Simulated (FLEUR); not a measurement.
## E(M) of AlFe3

Wanted: E(M) for AlFe3, with its minima.

Calculated with FLEUR MaX-R8.1; LDA (Moruzzi-Janak-Williams); all-electron FLAPW, Dirac cores, scalar-relativistic bands.

## (1) Starting point

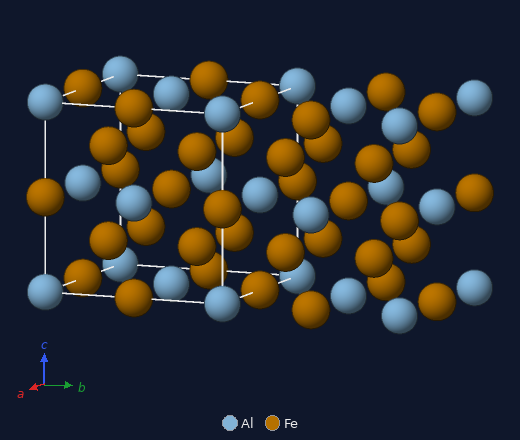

The cell as given, slightly off an axis (aluminium light blue, iron orange). 1×2×1 cells are drawn. This picture shows the conventional cell, with its axes. Some periodic images of atoms are drawn too.

Structure file:

```xyz
4
Lattice="0.0000 2.8871 2.8871 2.8871 0.0000 2.8871 2.8871 2.8871 0.0000" Properties=species:S:1:pos:R:3 pbc="T T T"
Al    0.0000    0.0000    0.0000
Fe    2.8871    2.8871    2.8871
Fe    1.4436    1.4436    1.4436
Fe    4.3307    4.3307    4.3307
```

The cell comes from a database of computed structures and need not be the stable phase.

## (2) Unconstrained state

The free run tells which range of moments is worth scanning.

inpgen writes inp.xml from crystal.txt; cutoffs, mixing, functional, smearing and local orbitals are then set in the file. The k list default-1 (kpts.xml, not shown) is a Γ-centred 8×8×8 mesh; where the ranks do not divide the number of points, some are split in two of half the weight.

inp.xml reads:

```
<?xml version="1.0" encoding="UTF-8" standalone="no"?>
<fleurInput fleurInputVersion="0.39">
   <comment>
      AlFe3
   </comment>
   <calculationSetup>
      <cutoffs Kmax="4.12" Gmax="12.4" GmaxXC="12.4" numbands="0"/>
      <scfLoop itmax="90" minDistance="0.00002" maxIterBroyd="15" imix="Anderson" alpha="0.05" precondParam="0.5" spinf="2.0" sdNocoIR="T"/>
      <coreElectrons ctail="T" frcor="F" kcrel="0" coretail_lmax="0"/>
      <xcFunctional name="mjw" relativisticCorrections="F"/>
      <magnetism jspins="2"/>
      <soc l_soc="F" theta="0.0" phi="0.0" spav="F"/>
      <expertModes spex="0" secvar="F"/>
      <geometryOptimization l_f="F" forcealpha="1.0" forcemix="BFGS" epsdisp="0.00001" epsforce="0.00001"/>
      <ldaU l_linMix="F" mixParam="0.05" spinf="1.0"/>
   </calculationSetup>
   <cell>
      <bzIntegration valenceElectrons="51.0" mode="hist" fermiSmearingEnergy="0.00293995">
         <kPointListSelection listName="default-1"/>
         <xi:include xmlns:xi="http://www.w3.org/2001/XInclude" href="kpts.xml"> </xi:include>
      </bzIntegration>
      <xi:include xmlns:xi="http://www.w3.org/2001/XInclude" href="sym.xml"> </xi:include>
      <bulkLattice scale="1.0">
         <bravaisMatrix>
            <row-1>    0.0000000000000000     5.4559079451549755     5.4559079451549755</row-1>
            <row-2>    5.4559079451549755     0.0000000000000000     5.4559079451549755</row-2>
            <row-3>    5.4559079451549755     5.4559079451549755     0.0000000000000000</row-3>
         </bravaisMatrix>
      </bulkLattice>
   </cell>
   <atomSpecies>
      <species name="Aluminum (Al)" element="Al" atomicNumber="13">
         <mtSphere radius="1.82" gridPoints="603" logIncrement="0.019"/>
         <atomicCutoffs lmax="8" lnonsphr="6"/>
         <electronConfig flipSpins="F">
            <coreConfig>(1s1/2) (2s1/2) (2p1/2) (2p3/2)</coreConfig>
            <valenceConfig>(3s1/2) (3p1/2) (3p3/2)</valenceConfig>
            <stateOccupation state="(3p1/2)" spinUp="0.166667" spinDown="0.166667"/>
            <stateOccupation state="(3p3/2)" spinUp="0.333333" spinDown="0.333333"/>
         </electronConfig>
         <energyParameters s="3" p="3" d="3" f="4"/>
      </species>
      <species name="Iron (Fe) 2.801" element="Fe" atomicNumber="26">
         <mtSphere radius="2.3" gridPoints="761" logIncrement="0.016"/>
         <atomicCutoffs lmax="8" lnonsphr="6"/>
         <electronConfig flipSpins="F">
            <coreConfig>(1s1/2) (2s1/2) (2p1/2) (2p3/2)</coreConfig>
            <valenceConfig>(3s1/2) (3p1/2) (3p3/2) (4s1/2) (3d3/2) (3d5/2)</valenceConfig>
            <stateOccupation state="(3d3/2)" spinUp="1.4005" spinDown="0.9995"/>
            <stateOccupation state="(3d5/2)" spinUp="3.0" spinDown="0.6"/>
         </electronConfig>
         <energyParameters s="4" p="4" d="3" f="4"/>
         <lo type="SCLO" l="0" n="3" eDeriv="0"/>
         <lo type="SCLO" l="1" n="3" eDeriv="0"/>
      </species>
   </atomSpecies>
   <atomGroups>
      <atomGroup species="Aluminum (Al)">
         <relPos label="                   1">.0000000000 .0000000000 .0000000000</relPos>
         <force calculate="T" relaxXYZ="TTT"/>
      </atomGroup>
      <atomGroup species="Iron (Fe) 2.801">
         <relPos label="                   2">1.000/2.000 1.000/2.000 1.000/2.000</relPos>
         <force calculate="T" relaxXYZ="TTT"/>
      </atomGroup>
      <atomGroup species="Iron (Fe) 2.801">
         <relPos label="                   3">1.000/4.000 1.000/4.000 1.000/4.000</relPos>
         <relPos label="                   4">-1.000/4.000 -1.000/4.000 -1.000/4.000</relPos>
         <force calculate="T" relaxXYZ="TTT"/>
      </atomGroup>
   </atomGroups>
   <output dos="F" band="F" slice="F">
      <bandDOS minEnergy="-.5*Htr" maxEnergy="0.5*Htr" sigma="0.015" storeEVData="T"/>
      <plotting iplot="0" polar="F">
         <plot TwoD="T" vec1="  1.0  0.0  0.0" vec2="  0.0  1.0  0.0" vec3="  0.0  0.0  1.0" zero="  0.0  0.0  0.0" file="plot"/>
      </plotting>
      <moessbauerParams electricFieldGradient="F" isomerShift="F" coreHyperfine="F" valenceHyperfine="F"/>
   </output>
</fleurInput>
```

crystal.txt reads:

```
AlFe3
&input film=F cartesian=F /
0.00000000000  2.88714214940  2.88714214940
2.88714214940  0.00000000000  2.88714214940
2.88714214940  2.88714214940  0.00000000000
1.8897261246
1.0 1.0 1.0

4
13 0.00000000000  0.00000000000  0.00000000000
26 0.50000000000  0.50000000000  0.50000000000 : 2.801
26 0.25000000000  0.25000000000  0.25000000000 : 2.801
26 0.75000000000  0.75000000000  0.75000000000 : 2.801

&kpt div1=8 div2=8 div3=8 gamma=T /
```

The run is started by

```bash
$ OMP_NUM_THREADS=1 inpgen -f crystal.txt > inpgen.log  # inp.xml is then edited as shown
$ OMP_NUM_THREADS=1 mpirun -n 4 fleur_MPI > fleur.log
```

The program printed:

```text
Welcome to FLEUR        (www.flapw.de)
      MaX-Release 8.1          (www.max-centre.eu)

 ========== k-point set info ==========
 Selected k-point list: default-1
 k-point list type: mesh
 0 x 0 x 0
 Number of k points: 32

 ------------Calculation Setup---------------------------
 Number of MPI-tasks      :            4
 Number of PE/node        :            4
 Number of OMP-threads    :            1
 k-points in parallel     :            4
 pe's per k-point         :            1
 No of k-point loops      :            8
 Eigenvalue solver        :       lapack
 Number of basis functions:          416
 Approximate size of matrices (H+S) per k-point:         0.003 GB
 --------------------------------------------------------
 Iteration:     1   Distance:      13.23501445 me/bohr^3
 Iteration:     2   Distance:      12.70869704 me/bohr^3
 Iteration:     3   Distance:       6.57820472 me/bohr^3
 Iteration:     4   Distance:       5.08143731 me/bohr^3
 Iteration:     5   Distance:       2.95942797 me/bohr^3
 Iteration:     6   Distance:       2.42389496 me/bohr^3
 Iteration:     7   Distance:       1.45244495 me/bohr^3
 Iteration:     8   Distance:       1.52247880 me/bohr^3
 Iteration:     9   Distance:       0.43031147 me/bohr^3
 Iteration:    10   Distance:       0.36958732 me/bohr^3
 Iteration:    11   Distance:       0.12899764 me/bohr^3
 Iteration:    12   Distance:       0.22570746 me/bohr^3
 Iteration:    13   Distance:       0.08395805 me/bohr^3
 Iteration:    14   Distance:       0.08234728 me/bohr^3
 Iteration:    15   Distance:       0.02634494 me/bohr^3
 Iteration:    16   Distance:       0.02541974 me/bohr^3
 Iteration:    17   Distance:       0.02061469 me/bohr^3
 Iteration:    18   Distance:       0.00508661 me/bohr^3
 Iteration:    19   Distance:       0.00210235 me/bohr^3
 Iteration:    20   Distance:       0.00150060 me/bohr^3
 Iteration:    21   Distance:       0.00356934 me/bohr^3
 Iteration:    22   Distance:       0.00072627 me/bohr^3
 Iteration:    23   Distance:       0.00012018 me/bohr^3
 Iteration:    24   Distance:       0.00014079 me/bohr^3
 Iteration:    25   Distance:       0.00001415 me/bohr^3

 ********************************************************************
 Run finished successfully
 Stop message:
   all done
 ********************************************************************

--- out.xml (last complete iteration) ---
<iteration numberForCurrentRun="   25" overallNumber="   25">
         [... left out ...]
         <bandgap value="0.0004711034" units="eV"/>
         <sumValenceSingleParticleEnergies value="-38.0794470262" units="Htr"/>
         <FermiEnergy value="0.3503563325" units="Htr"/>
         <valenceDensity>
            <mtCharges spin="1">
               <mtCharge atomType="1" total="0.3337627" s="0.1572532" p="0.1469452" d="0.0268523" f="0.0023377"/>
               <mtCharge atomType="2" total="8.6487463" s="1.1951135" p="3.1785064" d="4.2569680" f="0.0141566"/>
               <mtCharge atomType="3" total="8.4099638" s="1.1798524" p="3.1771741" d="4.0404313" f="0.0098122"/>
            </mtCharges>
            <mtCharges spin="2">
               <mtCharge atomType="1" total="0.3733108" s="0.1637843" p="0.1782856" d="0.0290856" f="0.0019139"/>
               <mtCharge atomType="2" total="6.2554742" s="1.1985247" p="3.2016414" d="1.8416097" f="0.0114383"/>
               <mtCharge atomType="3" total="6.5514348" s="1.1844146" p="3.1998741" d="2.1575756" f="0.0079585"/>
            </mtCharges>
            <spinDependentCharge spin="1" total="28.4476329" interstitial="2.6451964" mtSpheres="25.8024365"/>
            <spinDependentCharge spin="2" total="22.5523671" interstitial="2.8207126" mtSpheres="19.7316546"/>
            <totalCharge value="51.0000000000"/>
         </valenceDensity>
         [... left out ...]
         <allElectronCharges>
            <spinDependentCharge spin="1" total="48.4476328" interstitial="2.6594022" mtSpheres="45.7882306"/>
            <spinDependentCharge spin="2" total="42.5523671" interstitial="2.8350059" mtSpheres="39.7173612"/>
            <totalCharge value="90.9999999790"/>
         </allElectronCharges>
         <magneticMomentsInMTSpheres units="muBohr">
            <globalMagMoment atomType="1" vec="0.00000   0.00000  -0.03946"/>
            <localMagMoment atomType="1" vec="0.00000   0.00000  -0.03946"/>
            <globalMagMoment atomType="2" vec="0.00000   0.00000   2.39327"/>
            <localMagMoment atomType="2" vec="0.00000   0.00000   2.39327"/>
            <globalMagMoment atomType="3" vec="0.00000   0.00000   1.85853"/>
            <localMagMoment atomType="3" vec="0.00000   0.00000   1.85853"/>
         </magneticMomentsInMTSpheres>
         <moessbauerParams unitsHFF="kG" unitsIS="e/bohr^3" unitsEFG="Htr/bohr^2">
         </moessbauerParams>
         <totalEnergy value="    -4053.5802523343" units="Htr">
            <sumOfEigenvalues value="    -2328.4976620432">
               <coreElectrons value="-2290.4182150169"/>
               <valenceElectrons value="-38.0794470262"/>
            </sumOfEigenvalues>
            <densityCoulombPotentialIntegral value="-6195.7562056940"/>
            <densityEffectivePotentialIntegral value="-6432.0743769454"/>
            <chargeDenXCDenIntegral value="-178.6377266703"/>
            <FockExchangeEnergyValence value="0.0000000000"/>
            <FockExchangeEnergyCore value="0.0000000000"/>
            <atomTypeDependentContributions atomType="1">
               <electronNucleiInteractionDifferentMTs value="284.5033472935"/>
               <MadelungTerm value="-8.8113477339"/>
            </atomTypeDependentContributions>
            <atomTypeDependentContributions atomType="2">
               <electronNucleiInteractionDifferentMTs value="1518.4337666366"/>
               <MadelungTerm value="-10.6326720181"/>
            </atomTypeDependentContributions>
            <atomTypeDependentContributions atomType="3">
               <electronNucleiInteractionDifferentMTs value="3037.8125393836"/>
               <MadelungTerm value="-20.4474646537"/>
            </atomTypeDependentContributions>
            <tkbTimesEntropy value="0.0029812665"/>
            <freeEnergy value="-4053.5832336008"/>
            <extrapolationTo0K value="-4053.5817429675"/>
         </totalEnergy>
         <densityConvergence units="me/bohr^3">
            <chargeDensity spin="1" distance="0.0000074996"/>
            <chargeDensity spin="2" distance="0.0000087414"/>
            <overallChargeDensity distance="0.0000141531"/>
            <spinDensity distance="0.0000080623"/>
         </densityConvergence>
      </iteration>
```

The job ended after 53 s (4 MPI ranks of Arm Neoverse N1, shared host; peak memory 0.22 GiB).

Spin moment in the muffin-tin sphere by atom:

```
atom  spin moment in the muffin-tin sphere (μB)
 Al1                                      -0.04
 Fe2                                       2.39
 Fe3                                       1.86
 Fe4                                       1.86
```

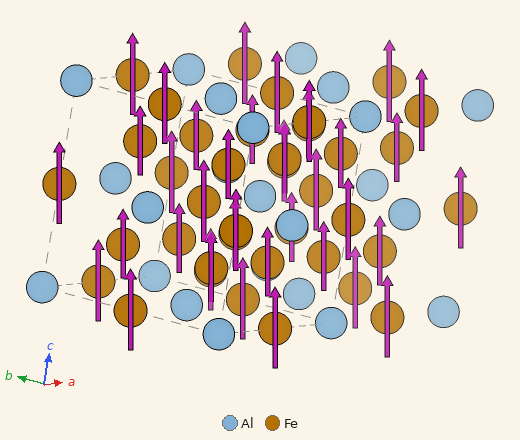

Spin moment in the muffin-tin sphere as arrows, the longest 2.39 μB. Up and down stand for the sign. Arrows give size and sign along the axis of quantisation, drawn up and down the page. 2×1×1 conventional cells are drawn. Some periodic images of atoms are drawn too.

Numbers from this step:

```yaml
free_energy: -110303.6190 eV
program_s_band_gap_on_this_mesh_in_a_metal_only_a_level_spacing: 4.71e-4 eV
magnetization: 5.895 μB
final_state: ferromagnetic
```

After 25 cycles the largest moment stands at 2.39 μB.

## (3) No spin polarisation

Edit inp.xml of step 2 so:

```diff
@@ -10,3 +10,3 @@
       <xcFunctional name="mjw" relativisticCorrections="F"/>
-      <magnetism jspins="2"/>
+      <magnetism jspins="1"/>
       <soc l_soc="F" theta="0.0" phi="0.0" spav="F"/>
@@ -42,3 +42,3 @@
       </species>
-      <species name="Iron (Fe) 2.801" element="Fe" atomicNumber="26">
+      <species name="Iron (Fe)" element="Fe" atomicNumber="26">
          <mtSphere radius="2.3" gridPoints="761" logIncrement="0.016"/>
@@ -48,4 +48,4 @@
             <valenceConfig>(3s1/2) (3p1/2) (3p3/2) (4s1/2) (3d3/2) (3d5/2)</valenceConfig>
-            <stateOccupation state="(3d3/2)" spinUp="1.4005" spinDown="0.9995"/>
-            <stateOccupation state="(3d5/2)" spinUp="3.0" spinDown="0.6"/>
+            <stateOccupation state="(3d3/2)" spinUp="1.200000" spinDown="1.200000"/>
+            <stateOccupation state="(3d5/2)" spinUp="1.800000" spinDown="1.800000"/>
          </electronConfig>
@@ -61,3 +61,3 @@
       </atomGroup>
-      <atomGroup species="Iron (Fe) 2.801">
+      <atomGroup species="Iron (Fe)">
          <relPos label="                   2">1.000/2.000 1.000/2.000 1.000/2.000</relPos>
@@ -65,3 +65,3 @@
       </atomGroup>
-      <atomGroup species="Iron (Fe) 2.801">
+      <atomGroup species="Iron (Fe)">
          <relPos label="                   3">1.000/4.000 1.000/4.000 1.000/4.000</relPos>
```

crystal.txt reads:

```
AlFe3
&input film=F cartesian=F /
0.00000000000  2.88714214940  2.88714214940
2.88714214940  0.00000000000  2.88714214940
2.88714214940  2.88714214940  0.00000000000
1.8897261246
1.0 1.0 1.0

4
13 0.00000000000  0.00000000000  0.00000000000
26 0.50000000000  0.50000000000  0.50000000000
26 0.25000000000  0.25000000000  0.25000000000
26 0.75000000000  0.75000000000  0.75000000000

&kpt div1=8 div2=8 div3=8 gamma=T /
```

The program printed:

```text
[banner, memory and clock lines left out]
Welcome to FLEUR        (www.flapw.de)
      MaX-Release 8.1          (www.max-centre.eu)

 ========== k-point set info ==========
 Selected k-point list: default-1
 k-point list type: mesh
 0 x 0 x 0
 Number of k points: 32

 [... set-up left out ...]
 Iteration:     1   Distance:      15.20197202 me/bohr^3
 Iteration:     2   Distance:      13.10417086 me/bohr^3
 Iteration:     3   Distance:      12.18607878 me/bohr^3
 Iteration:     4   Distance:       4.28243211 me/bohr^3
 Iteration:     5   Distance:       3.99674859 me/bohr^3
 Iteration:     6   Distance:       1.94207626 me/bohr^3
 Iteration:     7   Distance:       1.47128418 me/bohr^3
 Iteration:     8   Distance:       0.42485928 me/bohr^3
[... lines left out ...]
 Iteration:    14   Distance:       0.00108900 me/bohr^3
 Iteration:    15   Distance:       0.00021666 me/bohr^3
 Iteration:    16   Distance:       0.00010887 me/bohr^3
 Iteration:    17   Distance:       0.00009339 me/bohr^3
 Iteration:    18   Distance:       0.00005028 me/bohr^3
 Iteration:    19   Distance:       0.00000882 me/bohr^3

 ********************************************************************
 Run finished successfully
 Stop message:
   all done
 ********************************************************************

--- out.xml (last complete iteration) ---
<iteration numberForCurrentRun="   19" overallNumber="   19">
         [... left out ...]
         <bandgap value="0.0042042116" units="eV"/>
         <sumValenceSingleParticleEnergies value="-38.2233729824" units="Htr"/>
         <FermiEnergy value="0.3500596171" units="Htr"/>
         [... left out ...]
         <totalEnergy value="    -4053.5454967587" units="Htr">
            <sumOfEigenvalues value="    -2329.0336362182">
               <coreElectrons value="-2290.8102632358"/>
               <valenceElectrons value="-38.2233729824"/>
            </sumOfEigenvalues>
         [... left out ...]
            <freeEnergy value="-4053.5534302805"/>
            <extrapolationTo0K value="-4053.5494635196"/>
         </totalEnergy>
         <densityConvergence units="me/bohr^3">
            <chargeDensity spin="1" distance="0.0000088213"/>
         </densityConvergence>
      </iteration>
```

Wall time 42 s (4 MPI ranks); peak memory 0.2 GiB; 2.3 min of CPU time.

Read from the output:

```
free energy                                                       : -110302.8081 eV
program's band gap on this mesh (in a metal only a level spacing) : 0.004204 eV
final state                                                       : non-magnetic (no spin polarisation)
```

Its energy lies +811.0 meV a cell from the free run's.

(Continued in part 2 of 2.)

[Logs and program files are shortened in this print: banners, set-up blocks, solver, clock and traceback lines can be left out without a mark of their own.]

[Logs are printed without paths, hosts, clocks, repeated set-up lines and the standing remarks that a program may print on its own settings, such as how far it seeks lower states.]

[Hosts, paths, dates, database ids (printed as entryN), source tags and the programs' standing remarks are cut or masked in the printed files.]

[Where a cell is said to come from a database of computed structures, the database is the Materials Project.]
